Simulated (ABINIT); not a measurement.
# ZnSe (Stilleite): Raman and infrared activity, part 2 of 2

Aim: Raman and infrared lines of ZnSe (Stilleite).

ABINIT 10.8.3; DFT LDA, scalar-relativistic, plane waves, PseudoDojo norm-conserving pseudopotentials.

So far. Step 3 (Relaxation): The volume changes by -5.3 % in this run and stands -5.3 % from the first cell. Step 4 (Self-consistent run for the response): The cell stands at -0.50 GPa: the relaxation ran with a smoothed and higher cutoff and on another k mesh. The relaxed cell has a = 5.567 Å (conventional setting).

## (6) Zone-centre response

The derivative of the wavefunctions by k comes first, since the response to a field is built on it; then the field and the displacements that symmetry doesn't supply are solved at q = 0. By the 2n+1 theorem the first-order wavefunctions also give third derivatives: Raman tensors and the non-linear susceptibility.

It reads the wavefunctions written in step 4.

Contents of dfpt_gamma.abi:

```
ndtset 3

# common to the responses
getwfk_filepath "gso_WFK"
kptopt 2
nqpt 1
qpt 0.0 0.0 0.0
asr 0
chneut 0

# d/dk
rfelfd1 2
rfdir1 1 1 1
iscf1 -3
tolwfr1 1.0d-20

# displacements, field
rfphon2 1
rfatpol2 1 2
rfdir2 1 1 1
rfelfd2 3
getddk2 1
tolvrs2 1.0d-10
prepanl2 1
prtden2 1

# third order
optdriver3 5
getden_filepath3 "gso_DEN"
get1den3 2
get1wf3 2
getddk3 1
d3e_pert1_elfd3 1
d3e_pert1_phon3 1
d3e_pert1_atpol3 1 2
d3e_pert1_dir3 1 1 1
d3e_pert2_elfd3 1
d3e_pert2_dir3 1 1 1
d3e_pert3_elfd3 1
d3e_pert3_dir3 1 1 1
usepead3 1
tolvrs3 1.0d-10

# basis, mesh and filling
ecut 39.0
ngkpt 6 6 6
nshiftk 4
shiftk 
    0.5 0.5 0.5
    0.5 0.0 0.0
    0.0 0.5 0.0
    0.0 0.0 0.5
istwfk *1
occopt 1
nband 18
nstep 100
diemac 9.0
prtebands 0
prtgsr 0

# cell and atoms
acell 3*1.0 Angstrom
rprim 
    -2.783308478 0.0 2.783308478
    0.0 2.783308478 2.783308478
    -2.783308478 2.783308478 0.0
ntypat 2
znucl 30 34
natom 2
typat 1 2
xred 
    0.0 0.0 0.0
    0.25 0.25 0.25
pp_dirpath "./pseudo"
pseudos "Zn.upf, Se.upf"
```

Launch:

```console
OMP_NUM_THREADS=1 mpirun -n 16 abinit dfpt_gamma.abi > dfpt_gamma.log
```

Numbers of over 12 decimals in the logs are rounded to 6 here.

dfpt_gamma.abo, the main output file:

```text
[banners, grids, parts of the stress and lines that vanish by symmetry left out]
- input  file    -> dfpt_gamma.abi
- output file    -> dfpt_gamma.abo
- root for input  files -> dfpt_gammai
[...]
DATASET    1 : space group F-4 3 m (#216); Bravais cF (face-center cubic)
[...]
nfft =       91125          nkpt =         432
[...]
DATASET    2 : space group F-4 3 m (#216); Bravais cF (face-center cubic)
[...]
nfft =       91125          nkpt =         432
[...]
DATASET    3 : space group F-4 3 m (#216); Bravais cF (face-center cubic)
[...]
mpw =        3410          nfft =       91125          nkpt =         432
[...]
== DATASET  1 ==================================================================
[...]
cutoff_energies: {ecut:  39.0, pawecutdg:  -1.0, }
[...]
- 34.00000  16.00000  180309                  znucl, zion, pspdat
[...]
Perturbation : derivative vs k along direction   1
[...]
-ETOT  1  -70.245272963289     -7.025E+01 8.689E-01 0.000E+00
 ETOT  2  -70.468669790818     -2.234E-01 1.412E-01 0.000E+00
 ETOT  3  -70.475339217354     -6.669E-03 2.313E-02 0.000E+00
 ETOT  4  -70.475800269671     -4.611E-04 3.066E-03 0.000E+00
 ETOT  5  -70.475847578322     -4.731E-05 4.286E-04 0.000E+00
[...]
At SCF step   27   max residual=  9.99E-21 < tolwfr=  1.00E-20 =>converged.
[...]
Perturbation : derivative vs k along direction   2
[...]
-ETOT  1  -70.245272963045     -7.025E+01 8.689E-01 0.000E+00
[...]
At SCF step   27   max residual=  9.99E-21 < tolwfr=  1.00E-20 =>converged.
[...]
Perturbation : derivative vs k along direction   3
[...]
-ETOT  1  -70.245272962801     -7.025E+01 8.689E-01 0.000E+00
[...]
At SCF step   27   max residual=  9.99E-21 < tolwfr=  1.00E-20 =>converged.
[...]
1        1       0.9140923133    0.0000000000
     1        2      -0.4570461567    0.0000000000
     1        3      -0.4570461566   -0.0000000000
     2        1      -0.4570461567    0.0000000000
     2        2       0.9140923133    0.0000000000
     2        3       0.4570461566    0.0000000000
     3        1      -0.4570461566   -0.0000000000
     3        2       0.4570461566    0.0000000000
     3        3       0.9140923133    0.0000000000
[...]
== DATASET  2 ==================================================================
[...]
cutoff_energies: {ecut:  39.0, pawecutdg:  -1.0, }
[...]
Perturbation : displacement of atom   1   along direction   1
[...]
-ETOT  1   34.708146956737     -2.889E+04 2.530E+01 6.541E+03
[...]
At SCF step   13       vres2   =  8.86E-11 < tolvrs=  1.00E-10 =>converged.
[...]
Perturbation : displacement of atom   2   along direction   1
[...]
-ETOT  1   12.799447248463     -5.290E+04 7.073E+01 4.081E+02
[...]
At SCF step   12       vres2   =  6.54E-11 < tolvrs=  1.00E-10 =>converged.
[...]
Perturbation : homogeneous electric field along direction   1
[...]
-ETOT  1  -151.46407096985     -1.515E+02 4.508E+01 4.635E+04
[...]
At SCF step   15       vres2   =  2.46E-11 < tolvrs=  1.00E-10 =>converged.
[...]
Perturbation : homogeneous electric field along direction   2
[...]
-ETOT  1  -151.46407097379     -1.515E+02 4.508E+01 4.635E+04
[...]
At SCF step   15       vres2   =  2.46E-11 < tolvrs=  1.00E-10 =>converged.
[...]
Perturbation : homogeneous electric field along direction   3
[...]
-ETOT  1  -151.46407097772     -1.515E+02 4.508E+01 4.635E+04
[...]
ETOT 14  -161.47670235931     -6.730E-11 4.652E-10 1.742E-10
 ETOT 15  -161.47670235932     -1.140E-11 1.022E-10 2.456E-11
 At SCF step   15       vres2   =  2.46E-11 < tolvrs=  1.00E-10 =>converged.
[...]
Dielectric tensor, in cartesian coordinates,
[...]
1    4   1    4         7.5149114812        -0.0000000000
   1    4   2    4         0.0000000000        -0.0000000000
   1    4   3    4         0.0000000000        -0.0000000000
   2    4   1    4         0.0000000000        -0.0000000000
   2    4   2    4         7.5149114812        -0.0000000000
   2    4   3    4        -0.0000000000        -0.0000000000
   3    4   1    4         0.0000000000        -0.0000000000
   3    4   2    4        -0.0000000000        -0.0000000000
   3    4   3    4         7.5149114812        -0.0000000000
  Effective charges, in cartesian coordinates,
[...]
1    1   1    4         1.9680530095         0.0000000000
   2    1   1    4        -0.0000000000         0.0000000000
   3    1   1    4         0.0000000000         0.0000000000
   1    2   1    4        -1.9678348165         0.0000000000
   2    2   1    4         0.0000000000         0.0000000000
[...]
Effective charges, in cartesian coordinates,
[...]
2    4   1    2         0.0000000000         0.0000000000
   3    4   1    2         0.0000000000         0.0000000000
   1    4   2    2         0.0000000000         0.0000000000
   2    4   2    2        -1.9678348192         0.0000000000
   3    4   2    2         0.0000000000         0.0000000000
   1    4   3    2        -0.0000000000         0.0000000000
   2    4   3    2         0.0000000000         0.0000000000
   3    4   3    2        -1.9678348192         0.0000000000
  Phonon wavevector (reduced coordinates) :  0.00000  0.00000  0.00000
 Phonon energies in Hartree :
[...]
Phonon frequencies in cm-1    :
-  3.227732E+00  3.227732E+00  3.227732E+00  2.187088E+02  2.187088E+02
-  2.187088E+02
  Phonon at Gamma, with non-analyticity in the
[...]
Phonon energies in Hartree :
[...]
Phonon frequencies in cm-1    :
-  3.227732E+00  3.227732E+00  3.227794E+00  2.187088E+02  2.187088E+02
-  2.535230E+02
  Phonon at Gamma, with non-analyticity in the
[...]
Phonon energies in Hartree :
[...]
Phonon frequencies in cm-1    :
-  3.227732E+00  3.227732E+00  3.227794E+00  2.187088E+02  2.187088E+02
-  2.535230E+02
  Phonon at Gamma, with non-analyticity in the
[...]
Phonon energies in Hartree :
[...]
Phonon frequencies in cm-1    :
-  3.227732E+00  3.227732E+00  3.227794E+00  2.187088E+02  2.187088E+02
-  2.535230E+02
[...]
== DATASET  3 ==================================================================
[...]
cutoff_energies: {ecut:  39.0, pawecutdg:  -1.0, }
[...]
j1 : displacement of atom   1 along direction   1
[...]
j1 : displacement of atom   2 along direction   1
[...]
j2 : displacement of atom   1 along direction   1
[...]
j2 : displacement of atom   2 along direction   1
[...]
j2 : displacement of atom   1 along direction   1
[...]
j2 : displacement of atom   2 along direction   1
[...]
1          1       -0.000000002        0.000000001        0.000000001
[...]
1          2        0.000000000       -0.000000000        0.007309750
[...]
1          3       -0.000000000        0.007309750       -0.000000001
[...]
2          1        0.000000001       -0.000000000       -0.000000000
[...]
2          2       -0.000000000       -0.000000000       -0.007666318
[...]
2          3       -0.000000000       -0.007666318        0.000000000
[...]
strten2     0.0000000000E+00  0.0000000000E+00  0.0000000000E+00
           strten3     0.0000000000E+00  0.0000000000E+00  0.0000000000E+00
================================================================================
```

It took 26 min on 16 MPI ranks of Arm Neoverse N1, shared host.

Read from the output:

| Property | Result |
| --- | --- |
| miss of the charge sum rule | 2.18e-4 e |
| largest acoustic frequency at the zone centre before the sum rule | 3.23 cm⁻¹ |
| highest optical zone-centre mode (no LO-TO term) | 218.7 cm⁻¹ |
| lowest optical zone-centre mode | 218.7 cm⁻¹ |
| mean high-frequency dielectric constant | 7.515 |
| largest Born charge in size (third of the trace) | 1.968 e |

Born charge (rows field, columns displacement), before the sum rule (e), principal values of the symmetric part by kind of site:

```tsv
atom	atoms with these values	low	middle	high	mean
Zn1	1	1.97	1.97	1.97	1.97
Se2	1	-1.97	-1.97	-1.97	-1.97
```

In full for Se2:

```
-1.97  0.00  0.00
 0.00 -1.97  0.00
 0.00  0.00 -1.97
```

High-frequency dielectric tensor:

```
7.51 0.00 0.00
0.00 7.51 0.00
0.00 0.00 7.51
```

The acoustic modes at Γ come out as far as 3.2 cm⁻¹ from zero, where they should vanish, a small numerical error; the Born charges miss their sum rule by 2.2e-4 e, which is good.

## (7) Modes with the sum rule

anaddb reads the merged derivatives, imposes the acoustic sum rule and charge neutrality, and adds the LO-TO term along chosen directions.

Contents of anaddb.abi:

```
ddb_filepath "gamma_DDB"
output_file "anaddb.abo"
outdata_prefix "anaddb"
asr 1
chneut 1
enunit 2
eivec 1
nph1l 1
qph1l 0.0 0.0 0.0 1.0
dieflag 1
nph2l 3
qph2l 
    1.0 0.0 0.0 0.0
    0.0 0.0 1.0 0.0
    1.0 1.0 1.0 0.0
nlflag 1
ramansr 1
alphon 1
prtmbm 1
```

Contents of mrgddb.in:

```
gamma_DDB
merged
3
dfpt_gammao_DS2_DDB
dfpt_gammao_DS3_DDB
gso_DDB
```

Launch:

```console
mrgddb < mrgddb.in > mrgddb.log
OMP_NUM_THREADS=1 anaddb anaddb.abi > anaddb.log
```

anaddb.abo, the main output file:

```text
[banners, grids, parts of the stress and lines that vanish by symmetry left out]
-outvars_anaddb: echo values of input variables ----------------------

 Flags :
[...]
Dielectric Tensor and Effective Charges
[...]
Effective charge tensors after
[...]
1          1       -0.000000001        0.000000001        0.000000001
[...]
1          2       -0.000000000       -0.000000000        0.007488034
[...]
1          3       -0.000000000        0.007488034       -0.000000001
[...]
2          1        0.000000001       -0.000000001       -0.000000001
[...]
2          2       -0.000000000        0.000000000       -0.007488034
[...]
2          3       -0.000000000       -0.007488034        0.000000001
[...]
Phonon wavevector (reduced coordinates) :  0.00000  0.00000  0.00000
 Phonon energies in Hartree :
[...]
Phonon energies in meV     :
-  0.000000E+00  0.000000E+00  0.000000E+00  2.711287E+01  2.711287E+01
-  2.711287E+01
 Phonon frequencies in cm-1    :
-  0.000000E+00  0.000000E+00  0.000000E+00  2.186801E+02  2.186801E+02
-  2.186801E+02
 Phonon frequencies in Thz     :
-  0.000000E+00  0.000000E+00  0.000000E+00  6.555864E+00  6.555864E+00
-  6.555864E+00
 Phonon energies in Kelvin  :
-  0.000000E+00  0.000000E+00  0.000000E+00  3.146318E+02  3.146318E+02
-  3.146318E+02
[...]
-  1  0.00000000E+00  0.00000000E+00  1.94945016E-03
-     0.00000000E+00  0.00000000E+00  0.00000000E+00
-  2  0.00000000E+00  0.00000000E+00  1.94944538E-03
-     0.00000000E+00  0.00000000E+00  0.00000000E+00
[...]
-  1  0.00000000E+00 -1.94945016E-03  0.00000000E+00
-     0.00000000E+00  0.00000000E+00  0.00000000E+00
-  2  0.00000000E+00 -1.94944538E-03  0.00000000E+00
-     0.00000000E+00  0.00000000E+00  0.00000000E+00
[...]
-  1  1.94945017E-03  0.00000000E+00  0.00000000E+00
-     0.00000000E+00  0.00000000E+00  0.00000000E+00
-  2  1.94944538E-03  0.00000000E+00  0.00000000E+00
-     0.00000000E+00  0.00000000E+00  0.00000000E+00
[...]
-  1  0.00000000E+00  0.00000000E+00  2.14219486E-03
-     0.00000000E+00  0.00000000E+00  0.00000000E+00
-  2  0.00000000E+00  0.00000000E+00 -1.77404339E-03
-     0.00000000E+00  0.00000000E+00  0.00000000E+00
[...]
-  1  0.00000000E+00  2.14219486E-03  0.00000000E+00
-     0.00000000E+00  0.00000000E+00  0.00000000E+00
-  2  0.00000000E+00 -1.77404339E-03  0.00000000E+00
-     0.00000000E+00  0.00000000E+00  0.00000000E+00
[...]
-  1  2.14219486E-03  0.00000000E+00  0.00000000E+00
-     0.00000000E+00  0.00000000E+00  0.00000000E+00
-  2 -1.77404339E-03  0.00000000E+00  0.00000000E+00
-     0.00000000E+00  0.00000000E+00  0.00000000E+00
[...]
-     1         -0.000000    -0.000000     0.000003     0.000003
-     2          0.000000    -0.000003    -0.000000     0.000003
-     3          0.000003    -0.000000    -0.000000     0.000003
-     4          0.000000    -0.000000     2.770877     2.770877
-     5          0.000000     2.770877     0.000000     2.770877
-     6          2.770877    -0.000000     0.000000     2.770877
[...]
-   1     Real    0.0000E+00  0.0000E+00  0.0000E+00  0.0000E+00  0.0000E+00  0.0000E+00  0.0000E+00
[...]
-   2     Real    0.0000E+00  0.0000E+00  0.0000E+00  0.0000E+00  0.0000E+00  0.0000E+00  0.0000E+00
[...]
-   3     Real    0.0000E+00  0.0000E+00  0.0000E+00  0.0000E+00  0.0000E+00  0.0000E+00  0.0000E+00
[...]
-   4     Real    0.0000E+00  0.0000E+00  5.9397E-05  0.0000E+00  0.0000E+00  0.0000E+00  5.9397E-05
[...]
-   5     Real    0.0000E+00  5.9397E-05  0.0000E+00  0.0000E+00  0.0000E+00  0.0000E+00  5.9397E-05
[...]
-   6     Real    5.9397E-05  0.0000E+00  0.0000E+00  0.0000E+00  0.0000E+00  0.0000E+00  5.9397E-05
[...]
-         0.000000000       0.000000001      -0.000000000
-         0.000000001       0.000000000       0.000000000
[...]
Phonon at Gamma, with non-analyticity in the
[...]
Phonon energies in Hartree :
[...]
Phonon energies in meV     :
-  0.000000E+00  0.000000E+00  0.000000E+00  2.711287E+01  2.711287E+01
-  3.142974E+01
 Phonon frequencies in cm-1    :
-  0.000000E+00  0.000000E+00  0.000000E+00  2.186801E+02  2.186801E+02
-  2.534979E+02
 Phonon frequencies in Thz     :
-  0.000000E+00  0.000000E+00  0.000000E+00  6.555864E+00  6.555864E+00
-  7.599676E+00
 Phonon energies in Kelvin  :
-  0.000000E+00  0.000000E+00  0.000000E+00  3.146318E+02  3.146318E+02
-  3.647269E+02
[...]
-  1  0.00000000E+00  0.00000000E+00  1.94945016E-03
[...]
-  2  0.00000000E+00  0.00000000E+00  1.94944538E-03
[...]
Phonon at Gamma, with non-analyticity in the
[...]
Phonon energies in Hartree :
[...]
Phonon energies in meV     :
-  0.000000E+00  0.000000E+00  0.000000E+00  2.711287E+01  2.711287E+01
-  3.142974E+01
 Phonon frequencies in cm-1    :
-  0.000000E+00  0.000000E+00  0.000000E+00  2.186801E+02  2.186801E+02
-  2.534979E+02
 Phonon frequencies in Thz     :
-  0.000000E+00  0.000000E+00  0.000000E+00  6.555864E+00  6.555864E+00
-  7.599676E+00
 Phonon energies in Kelvin  :
-  0.000000E+00  0.000000E+00  0.000000E+00  3.146318E+02  3.146318E+02
-  3.647269E+02
[...]
Phonon at Gamma, with non-analyticity in the
[...]
Phonon energies in Hartree :
[...]
Phonon energies in meV     :
-  0.000000E+00  0.000000E+00  0.000000E+00  2.711287E+01  2.711287E+01
-  3.142974E+01
 Phonon frequencies in cm-1    :
-  0.000000E+00  0.000000E+00  0.000000E+00  2.186801E+02  2.186801E+02
-  2.534979E+02
 Phonon frequencies in Thz     :
-  0.000000E+00  0.000000E+00  0.000000E+00  6.555864E+00  6.555864E+00
-  7.599676E+00
 Phonon energies in Kelvin  :
-  0.000000E+00  0.000000E+00  0.000000E+00  3.146318E+02  3.146318E+02
-  3.647269E+02
[...]
-  1  4.77958892E-05 -1.94449561E-03 -1.30412327E-04
[...]
-  2  4.77953479E-05 -1.94449127E-03 -1.30412431E-04
[...]
-  1  1.94861326E-03  4.55898997E-05  3.43940056E-05
[...]
-  2  1.94860890E-03  4.55902122E-05  3.43943456E-05
[...]
-  1  2.66069325E-04  1.36409751E-03 -1.63016684E-03
[...]
-  2 -2.20343412E-04 -1.12966762E-03  1.35001103E-03
[...]
-  1  1.72873933E-03 -1.09479246E-03 -6.33946870E-04
[...]
-  2 -1.43164314E-03  9.06644561E-04  5.24998575E-04
[...]
-         0.000000001       0.000000000       0.000000002
-         0.000000001       0.000000002      -0.000000000
[...]
-        -0.000000000      -0.000380685       0.000318551
-        -0.000380685       0.000000000       0.000062134
-         0.000318551       0.000062134      -0.000000000
[...]
-        -0.000000000      -0.000148042      -0.000255661
-        -0.000148042      -0.000000000       0.000403704
-        -0.000255661       0.000403704      -0.000000000
[...]
Direction                     Dielectric constant
[...]
0.00000   0.00000   1.00000     10.09843922
   1.00000   1.00000   1.00000     10.09843922
-
```

Elapsed: 1.1 s, on 1 thread.

Numbers from this step:

```
mean static dielectric constant      : 10.10
highest mode moved by the LO-TO term : 253.5 cm⁻¹
```

No LO-TO term; unit eigenvectors of the mass-weighted matrix, from anaddb's displacements. The modes at Γ (shares of kinetic energy by element, %):

```tsv
mode	frequency (cm⁻¹)	symmetry	Zn %	Se %
1	0.0	acoustic	45	55
2	0.0	acoustic	45	55
3	0.0	acoustic	45	55
4	218.7	T2	55	45
5	218.7	T2	55	45
6	218.7	T2	55	45
```

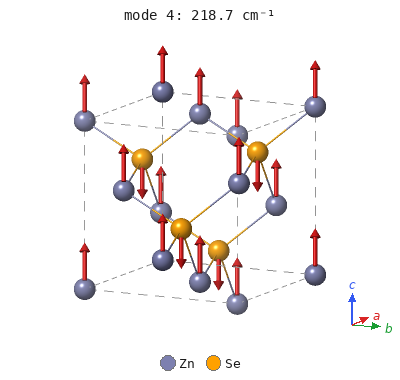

Displacement patterns of mode 4 at Γ; arrows are exaggerated. Bonds to atoms that aren't drawn are left out. Some periodic images of atoms are drawn too.

Trace of the oscillator strength, degenerate modes summed. Lines of the infrared spectrum (strongest = 100):

```tsv
position (cm⁻¹)	lines merged	IR intensity, relative
219	3	100
```

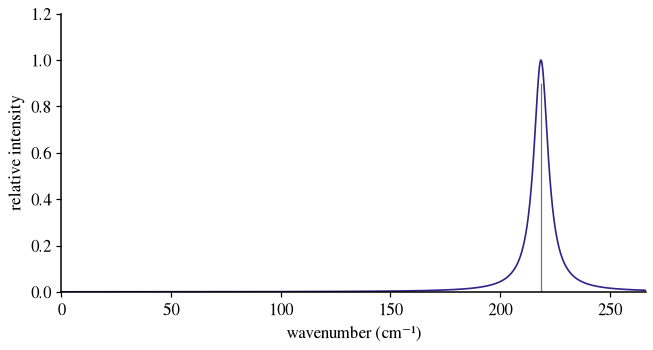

The infrared spectrum, broadened with Lorentzians of width 8 cm⁻¹; bars mark the lines.

From anaddb's Raman susceptibilities, degenerate modes summed; transverse modes, the longitudinal lines of polar modes are not listed. Lines of the Raman spectrum (strongest = 100):

```tsv
position (cm⁻¹)	lines merged	Raman activity (Å⁴/amu), powder, relative
219	3	100
```

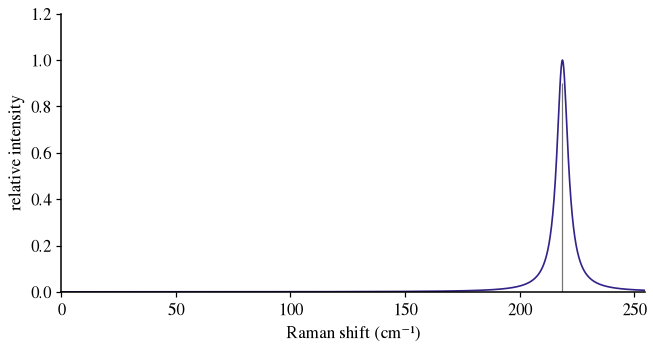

The Raman spectrum, broadened with Lorentzians of width 6 cm⁻¹; bars mark the lines.

Static dielectric tensor (ions relaxed, fixed cell):

```
10.10  0.00  0.00
 0.00 10.10  0.00
 0.00  0.00 10.10
```

Non-linear optical d (pm/V). Tensor:

```tsv
field along	xx	yy	zz	yz	xz	xy
x	0	0	0	-27.43	0	0
y	0	0	0	0	-27.43	0
z	0	0	0	0	0	-27.43
```

The rule moves no optical mode by more than 0.1 cm⁻¹.

## (8) Results

| Quantity | Value |
| --- | --- |
| space group after relaxation | F-43m |
| volume per atom | 21.6 Å³ |
| highest optical zone-centre mode (no LO-TO term) | 218.7 cm⁻¹ |
| highest mode moved by the LO-TO term | 253.5 cm⁻¹ |
| mean high-frequency dielectric constant | 7.51 |
| largest Born charge in size (third of the trace) | 1.97 e |
| mean static dielectric constant | 10.1 |
| imaginary optical modes at the zone centre (no q mesh in this session) | none |

The largest Raman activity of ZnSe (Stilleite) lies at 219 cm⁻¹ and the strongest infrared line at 219 cm⁻¹ (transverse modes). At the LDA level the optical modes of ZnSe (Stilleite) at the zone centre (no LO-TO term) lie at 219 cm⁻¹. The base run prints -0.50 GPa, mostly the error of a finite basis; the relaxation, with a smoothed and higher cutoff, had brought the cell to rest. Along the directions run, the highest mode that the macroscopic field moves lies at 254 cm⁻¹. Lattice motion raises the mean dielectric constant from 7.515 to 10.10. The Raman intensities rest on static tensors of the transverse modes; green light lies near or above this gap, where resonance changes them. The Born charge of Se is -1.968 e against a formal charge of -2, close to the ionic value. The Lyddane-Sachs-Teller relation holds: (ωLO/ωTO)² is 1.34 and ε₀/ε∞ is 1.34. These are harmonic frequencies at zero temperature: anharmonic shifts and linewidths and thermal expansion are left out. The relaxed cell is 5 % smaller in volume than the measured one, and all results belong to that cell.

[Host names and launcher messages were left out of these logs when they were recorded.]

[Logs are printed without paths, hosts, clocks, repeated set-up lines and the standing remarks that a program may print on its own settings, such as how far it seeks lower states.]

[Hosts, paths, dates, database ids (printed as entryN), source tags and the programs' standing remarks are cut or masked in the printed files.]
